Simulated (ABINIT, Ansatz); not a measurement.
# Ga2O3 (C2/m): changed settings of a GW run in ABINIT

Aim: change inputs of a GW run on Ga2O3 (C2/m) and see what moves.

Calculated with ABINIT 10.8.3; PBE and many-body steps on it, plane waves.

## 1. The structure

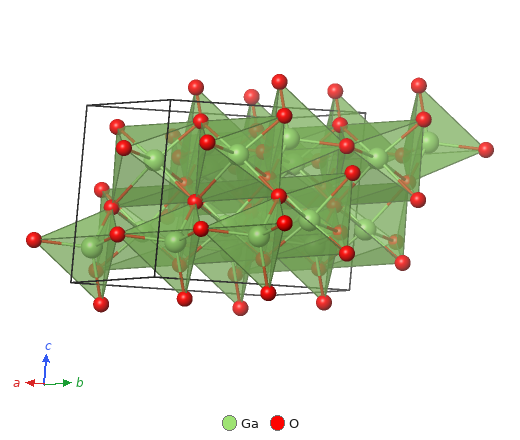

The cell as given, slightly off an axis (gallium green, oxygen red). 1×2×1 cells are drawn. This picture shows the conventional cell, with its axes. Some periodic images of atoms are drawn too.

The cell and positions come from the Crystallography Open Database and are kept as given unless a step says otherwise.

## 2. Screening, 4×4×2 mesh, 156 bands, screening to 114.3 eV

This step: ABINIT 10.8.3; RPA screening on PBE, plane waves, norm-conserving pseudopotentials.

The RPA dielectric matrix is built and inverted for each q.

Contents of run.abi:

```
acell 3*1.0 Angstrom
rprim 
  6.107000000000 -1.518550000000 0.000000000000
  6.107000000000 1.518550000000 0.000000000000
  -1.385988895900 0.000000000000 5.630008738000
ntypat 2
znucl 31 8
natom 10
typat 1 1 1 1 2 2 2 2 2 2
xred 
  0.090500000000 0.090500000000 0.794600000000
  0.909500000000 0.909500000000 0.205400000000
  0.658660000000 0.658660000000 0.314020000000
  0.341340000000 0.341340000000 0.685980000000
  0.164500000000 0.164500000000 0.109800000000
  0.835500000000 0.835500000000 0.890200000000
  0.173300000000 0.173300000000 0.563200000000
  0.826700000000 0.826700000000 0.436800000000
  0.495900000000 0.495900000000 0.256600000000
  0.504100000000 0.504100000000 0.743400000000
pp_dirpath "pseudos"
pseudos "Ga.upf, O.upf"
ecut 45
ngkpt 4 4 2
nshiftk 1
shiftk 0 0 0
kptopt 1
chksymbreak 0
istwfk *1
occopt 1
irdwfk 1
optdriver 3
nband 156
ecuteps 4.2
inclvkb 2
awtr 1
symchi 1
indata_prefix "in"
outdata_prefix "out"
tmpdata_prefix "tmp"
```

On the command line:

```
$ OMP_NUM_THREADS=1 mpirun -n 16 abinit run.abi > log
```

The program printed:

```text
.Version 10.8.3 of ABINIT. v10.8.2 released Aug 2026.

 Symmetries : space group C2/m (# 12); Bravais mC (1-face-center monocl.)
[... echo of the input left out ...]
== DATASET  1 ==================================================================
-   mpi_nproc: 16, omp_nthreads: 1 (-1 if OMP is not activated)

--- !DatasetInfo
iteration_state: {dtset: 1, }
dimensions: {natom: 10, nkpt: 14, mband: 156, nsppol: 1, nspinor: 1, nspden: 1, mpw: 10196, }
cutoff_energies: {ecut:  45.0, pawecutdg:  -1.0, }
electrons: {nelect:   1.20000000E+02, charge:   0.00000000E+00, occopt:   1.00000000E+00, tsmear:   1.00000000E-02, }

 SCREENING: Calculation of the susceptibility and dielectric matrices

 Based on a program developped by R.W. Godby, V. Olevano, G. Onida, and L. Reining.
 Incorporated in ABINIT by V. Olevano, G.-M. Rignanese, and M. Torrent.
.Using double precision arithmetic ; gwpc =  8

[... cell and pseudopotentials left out ...]
--------------------------------------------------------------------------------

 ==== K-mesh for the wavefunctions ====
 Number of points in the irreducible wedge :    14
[... list of points left out ...]
 Together with  4 symmetry operations and time-reversal symmetry
 yields    32 points in the full Brillouin Zone.

 ==== Q-mesh for the screening function ====
 Number of points in the irreducible wedge :    14
[... list of points left out ...]
 Together with  4 symmetry operations and time-reversal symmetry
 yields    32 points in the full Brillouin Zone.

 setmesh: FFT mesh size selected  =    45x   45x   45
          total number of points  =        91125

 vcoul_init : cutoff-mode = AUXILIARY_FUNCTION
 q-points for optical limit:   1
     1)      0.000010    0.000020    0.000030

- screening: taking advantage of time-reversal symmetry
- Maximum band index for partially occupied states nbvw = 60
- Remaining bands to be divided among processors   nbcw = 96
- Number of bands treated by each node ~6

 Number of electrons calculated from density =  120.0000; Expected =  120.0000
 average of density, n =  0.170290
 r_s =    1.1192
 omega_plasma =   39.8061 [eV]

 calculating chi0 at frequencies [eV] :
  1    0.000000E+00    0.000000E+00
  2    0.000000E+00    3.980612E+01

--------------------------------------------------------------------------------
  q-point number  1        q = ( 0.000000, 0.000000, 0.000000) [r.l.u.]
--------------------------------------------------------------------------------
[... chi0 elements left out ...]
 For q-point:  0.000010 0.000020 0.000030
  dielectric constant =   4.1141
  dielectric constant without local fields =   4.3236

  Average fulfillment of the sum rule on Im[epsilon] for q-point    1 :     29.37  [%]
[... wings left out ...]
  q-point number  2        q = ( 0.250000, 0.000000, 0.000000) [r.l.u.]
--------------------------------------------------------------------------------
[... chi0 elements left out ...]
  Average fulfillment of the sum rule on Im[epsilon] for q-point    2 :     32.23  [%]

 [... 12 further q-points ...]
```

The job ended after 12 min (16 MPI ranks of Arm Neoverse N1, shared host; peak memory 26 GiB).

This step gave:

- ε∞ with local fields, on this mesh, along the program's q direction: 4.114
- the same without local fields: 4.324
- plasma frequency: 39.81 eV
- plane waves in the screening matrix: 295

Local fields lower ε∞ by 5 %. On a Γ-centred mesh this coarse the value itself is usually too large, while a short band sum pulls it down.

## 3. Base

The self-energy is evaluated for the states that the input lists, and the levels follow from it, in one-shot runs by the linearised quasiparticle equation.

This step: G0W0 on PBE, plane waves, norm-conserving pseudopotentials.

Edit run.abi of step 2 so:

```diff
@@ -31,8 +31,17 @@
 irdwfk 1
-optdriver 3
+optdriver 4
 nband 156
+gwcalctyp 0
+ecutsigx 45
+symsigma 1
+nkptgw 2
+kptgw 
+  0.5000000000 0.5000000000 0.5000000000
+  0.0000000000 0.0000000000 0.0000000000
+bdgw 
+  59 62
+  59 62
 ecuteps 4.2
-inclvkb 2
-awtr 1
-symchi 1
+irdscr 1
+ppmodel 1
 indata_prefix "in"
```

The program printed:

```text
.Version 10.8.3 of ABINIT. v10.8.2 released Aug 2026.

 Symmetries : space group C2/m (# 12); Bravais mC (1-face-center monocl.)
[... echo of the input left out ...]
== DATASET  1 ==================================================================
-   mpi_nproc: 16, omp_nthreads: 1 (-1 if OMP is not activated)

--- !DatasetInfo
iteration_state: {dtset: 1, }
dimensions: {natom: 10, nkpt: 14, mband: 156, nsppol: 1, nspinor: 1, nspden: 1, mpw: 10196, }
cutoff_energies: {ecut:  45.0, pawecutdg:  -1.0, }
electrons: {nelect:   1.20000000E+02, charge:   0.00000000E+00, occopt:   1.00000000E+00, tsmear:   1.00000000E-02, }

 SIGMA: Calculation of the GW corrections

 Based on a program developped by R.W. Godby, V. Olevano, G. Onida, and L. Reining.
 Incorporated in ABINIT by V. Olevano, G.-M. Rignanese, and M. Torrent.
.Using double precision arithmetic ; gwpc =  8

[... cell and pseudopotentials left out ...]
--------------------------------------------------------------------------------

 ==== K-mesh for the wavefunctions ====
 Number of points in the irreducible wedge :    14
[... list of points left out ...]
 Together with  4 symmetry operations and time-reversal symmetry
 yields    32 points in the full Brillouin Zone.

 ==== Q-mesh for screening function ====
 Number of points in the irreducible wedge :    14
[... list of points left out ...]
 Together with  4 symmetry operations and time-reversal symmetry
 yields    32 points in the full Brillouin Zone.

 vcoul_init : cutoff-mode = AUXILIARY_FUNCTION
 q-points for optical limit:   1
     1)      0.000010    0.000020    0.000030
 setmesh: FFT mesh size selected  =    72x   72x   72
          total number of points  =       373248

 Number of electrons calculated from density =  120.0000; Expected =  120.0000
 average of density, n =  0.170290
 r_s =    1.1192
 omega_plasma =   39.8061 [eV]

 === KS Band Gaps ===
  >>>> For spin  1
   Minimum direct gap =   2.4801 [eV], located at k-point      :   0.0000  0.0000  0.0000
   Fundamental gap    =   2.4620 [eV], Top of valence bands at :   0.5000  0.5000  0.5000
                                       Bottom of conduction at :   0.0000  0.0000  0.0000
 SIGMA fundamental parameters:
 PLASMON POLE MODEL  1
 number of plane-waves for SigmaX                10161
 number of plane-waves for SigmaC and W            295
 number of plane-waves for wavefunctions         10161
 number of bands                                   156
 number of independent spin polarizations            1
 number of spinorial components                      1
 number of k-points in IBZ                          14
 number of q-points in IBZ                          14
 number of symmetry operations                       4
 number of k-points in BZ                           32
 number of q-points in BZ                           32
 number of frequencies for dSigma/dE                 9
 frequency step for dSigma/dE [eV]                0.25
 number of omega for Sigma on real axis              0
 max omega for Sigma on real axis  [eV]           0.00
 zcut for avoiding poles [eV]                     0.10

 EPSILON^-1 parameters (SCR file):
 dimension of the eps^-1 matrix on file            295
 dimension of the eps^-1 matrix used               295
 number of plane-waves for wavefunctions         10161
 number of bands                                   156
 number of q-points in IBZ                          14
 number of frequencies                               2
 number of real frequencies                          1
 number of imag frequencies                          1

 matrix elements of self-energy operator (all in [eV])

 Perturbative Calculation

--- !SelfEnergy_ee
iteration_state: {dtset: 1, }
kpoint     : [   0.500,    0.500,    0.500, ]
spin       : 1
KS_gap     :    5.235
QP_gap     :    7.339
Delta_QP_KS:    2.104
data: !SigmaeeData |
     Band     E0 <VxcDFT>   SigX SigC(E0)      Z dSigC/dE  Sig(E)    E-E0       E
       59   4.568 -20.571 -26.474   5.117   0.796  -0.257 -21.197  -0.625   3.943
       60   5.156 -20.427 -26.459   5.280   0.793  -0.261 -21.023  -0.596   4.559
       61  10.390 -16.867 -11.909  -3.150   0.834  -0.199 -15.360   1.507  11.898
       62  10.522 -16.255 -11.224  -3.256   0.833  -0.201 -14.777   1.478  12.000

--- !SelfEnergy_ee
iteration_state: {dtset: 1, }
kpoint     : [   0.000,    0.000,    0.000, ]
spin       : 1
KS_gap     :    2.480
QP_gap     :    4.056
Delta_QP_KS:    1.576
data: !SigmaeeData |
     Band     E0 <VxcDFT>   SigX SigC(E0)      Z dSigC/dE  Sig(E)    E-E0       E
       59   4.876 -20.620 -26.337   5.003   0.795  -0.257 -21.188  -0.568   4.308
       60   5.138 -20.974 -26.969   5.255   0.795  -0.258 -21.562  -0.588   4.549
       61   7.618 -15.106 -10.903  -3.034   0.844  -0.184 -14.119   0.988   8.605
       62  10.904 -15.896 -10.510  -3.520   0.837  -0.195 -14.336   1.560  12.465

== END DATASET(S) ==============================================================
================================================================================

 -outvars: echo values of variables after computation  --------
           etotal      0.0000000000E+00
            nband         156
             nkpt          14
          spgroup          12
 [... the other variables as echoed above ...]

 Calculation completed.
```

Wall time 23 s (16 MPI ranks); peak memory 9.8 GiB.

Numbers from this step:

```
G0W0 gap on the points computed              : 4.046 eV
starting gap on the mesh                     : 2.462 eV
k of the valence top                         : 0.5, 0.5, 0.5
k of the conduction bottom                   : 0, 0, 0
Z at the valence top                         : 0.793
Z at the conduction bottom                   : 0.844
least direct G0W0 gap on the computed points : 4.056 eV
```

The gap on the mesh goes from 2.46 eV to 4.05 eV, a correction of +1.58 eV.

## 4. Point off the mesh

Edit run.abi of step 3 so:

```diff
@@ -36,9 +36,7 @@
 symsigma 1
-nkptgw 2
+nkptgw 1
 kptgw 
-  0.5000000000 0.5000000000 0.5000000000
-  0.0000000000 0.0000000000 0.0000000000
+  0.137 0.291 0
 bdgw 
-  59 62
-  59 62
+  60 61
 ecuteps 4.2
```

The program printed:

```text
.Version 10.8.3 of ABINIT. v10.8.2 released Aug 2026.

 Symmetries : space group C2/m (# 12); Bravais mC (1-face-center monocl.)
================================================================================
 Values of the parameters that define the memory need of the present run
     intxc =       0    ionmov =       0      iscf =       7    lmnmax =       6
     lnmax =       6     mgfft =      72  mpssoang =       3    mqgrid =    3213
     natom =      10  nloc_mem =       1    nspden =       1   nspinor =       1
    nsppol =       1      nsym =       4    n1xccc =    2501    ntypat =       2
    occopt =       1   xclevel =       2
-    mband =         156        mffmem =           1         mkmem =           1
       mpw =       10196          nfft =      373248          nkpt =          14
================================================================================
  Rough estimation (10% accuracy) of disk space for files :
================================================================================

--------------------------------------------------------------------------------
------------- Echo of variables that govern the present computation ------------
--------------------------------------------------------------------------------
 -outvars: echo values of preprocessed input variables --------
            acell      1.8897261259E+00  1.8897261259E+00  1.8897261259E+00 Bohr

             bdgw          60      61
      chksymbreak           0
             ecut      4.50000000E+01 Hartree
          ecuteps      4.20000000E+00 Hartree
         ecutsigx      4.50000000E+01 Hartree
          ecutwfn      4.50000000E+01 Hartree
-          fftalg         312
           irdscr           1
           irdwfk           1

              ixc     -101130
[...]
- Ga Generated using ONCVPSP code by D. R. Hamann
- 31.00000  21.00000  171031                  znucl, zion, pspdat
12 -101130 2 -1 1902                          pspcod,pspxc,lmax,lloc,mmax
     nproj     2     2     2
  pspatm : epsatm=   21.85474337
         --- l  ekb(1:nproj) -->
[...]
pspatm: atomic psp has been read  and splines computed

- O Generated using ONCVPSP code by D. R. Hamann
-  8.00000   6.00000  171031                  znucl, zion, pspdat
12 -101130 2 -1 936                           pspcod,pspxc,lmax,lloc,mmax
     nproj     2     2     1
  pspatm : epsatm=    6.17005460
         --- l  ekb(1:nproj) -->
             0    7.236699    0.997689
             1   -5.226880   -1.288032
             2   -1.331955
 pspatm: atomic psp has been read  and splines computed

   1.49327161E+04                                ecore*ucvol(ha*bohr**3)
--------------------------------------------------------------------------------

 ==== K-mesh for the wavefunctions ====
 Number of points in the irreducible wedge :    14
 Reduced coordinates and weights :

     1)     0.00000000E+00  0.00000000E+00  0.00000000E+00       0.03125
     2)     2.50000000E-01  0.00000000E+00  0.00000000E+00       0.12500
     3)     5.00000000E-01  0.00000000E+00  0.00000000E+00       0.06250
[...]
13)    -2.50000000E-01  2.50000000E-01  5.00000000E-01       0.06250
    14)     5.00000000E-01  5.00000000E-01  5.00000000E-01       0.03125

 Together with  4 symmetry operations and time-reversal symmetry
 yields    32 points in the full Brillouin Zone.

--- !ERROR
message: |
    k-point [ 1.3700E-01,  2.9100E-01,  0.0000E+00]  not in the list of k points treated in the preparatory SCF run.
     Change kptgw, or shiftk of previous run.

--- !ERROR
message: |
    k-point [ 1.3700E-01,  2.9100E-01,  0.0000E+00]  not in the list of k points treated in the preparatory SCF run.
     Change kptgw, or shiftk of previous run.

--- from the log ---
k-point [ 1.3700E-01,  2.9100E-01,  0.0000E+00]  not in the list of k points treated in the preparatory SCF run.
     Change kptgw, or shiftk of previous run.
```

Run time: 3.6 s. Hardware: 16 MPI ranks; peak memory 0.69 GiB.

The run stopped with an error after 3.6 s.

The program's words: k-point [ 1.3700E-01,  2.9100E-01,  0.0000E+00]  not in the list of k points treated in the preparatory SCF run. Change kptgw, or shiftk of previous run.

The fault put into this input: point off the mesh.

## 5. The runs together

Times are wall times on 16 MPI ranks of Arm Neoverse N1, shared host, good to a factor of about two. A run's time includes the screening step that it read.

```
 run   mesh  bands  screening cutoff (eV)  DFT gap (eV)  gap on the mesh (eV)  direct (eV)  ε∞ used    time
base  4×4×2    156                  114.3         2.462                 4.046        4.056     4.11  13 min
```

## 6. Outcome

| Quantity | Value |
| --- | --- |
| base | 4.046 eV |
| known limits | not at the basis limit; no spin-orbit coupling; coarse k mesh |

Bands and cutoff are finite, so the gap is not at the basis limit. The miss can reach some tenths of an eV and take either sign; the mesh is an error of its own. In the G0W0 run levels were corrected at 2 k points alone, so a gap called «on the mesh» is the least over those, and an edge elsewhere would be missed. The 4×4×2 mesh is coarse for this cell, which bears on the long-range parts of exchange and screening. The many-body steps are scalar-relativistic: spin-orbit coupling is not in them.

[Paths, hosts, dates, memory and timing lines, banners, echoed tables and standing remarks are left out of the program output.]

[Logs are printed without paths, hosts, clocks, repeated set-up lines and the standing remarks that a program may print on its own settings, such as how far it seeks lower states.]

[Runs of the session that timed out or met a known fault of the program may be left out.]

[Hosts, paths, dates, database ids (printed as entryN), source tags and the programs' standing remarks are cut or masked in the printed files.]

[G0W0 gaps are taken among the corrected bands and points alone; a level outside them can change the order at an edge.]

[Where Ansatz stands beside ABINIT at settings called matched, ABINIT's density can come from a denser mesh and the files from another edition; pairs whose starting gaps differed by over 0.03 eV were left out, so agreement reads better than it is.]
